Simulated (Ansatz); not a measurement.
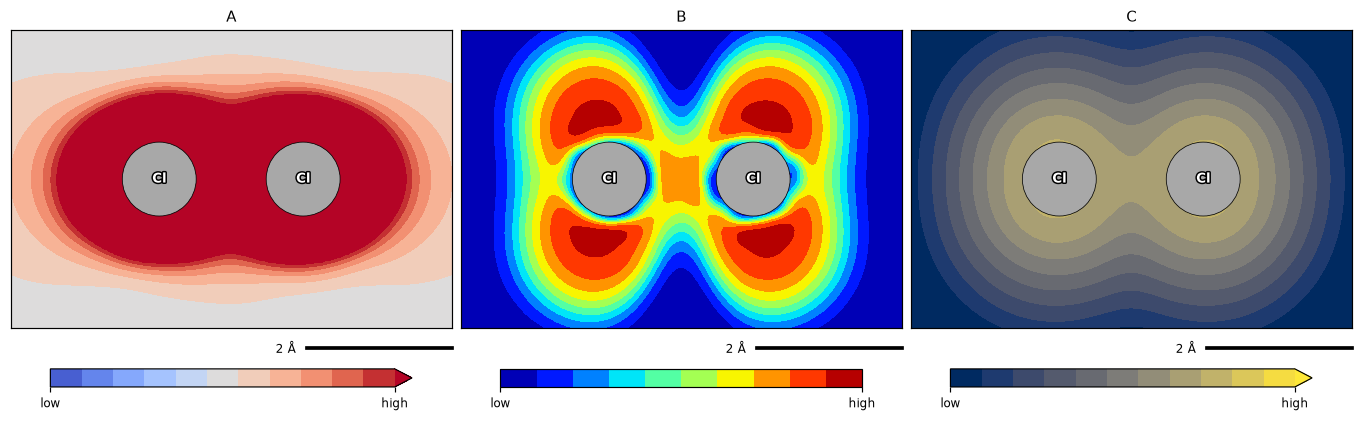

Cl2: 3 fields on a plane that holds the molecular axis, with unlabelled colour scales. Grey discs cover the atomic cores.

Geometry: PBE0-D4/def2-TZVP.

The calculation used RKS PBE0-D4/def2-TZVPPD (Ansatz).

```xyz
2

Cl    0.1527   -0.3827    3.1506
Cl   -0.1050    0.1695    1.2641
```

Which field does each panel show? The fields are: electron density, electron localisation function and electrostatic potential.

Answer. Panel A: electrostatic potential (strongly positive close to the atoms and fading to about zero outside). Panel B: electron localisation function. Panel C: electron density. From the grid: Cl–Cl (1.98 Å): ρ is about 1.1 e/Å³ halfway; the ELF peaks at about 0.80 between the atoms (localised, covalent bonding).
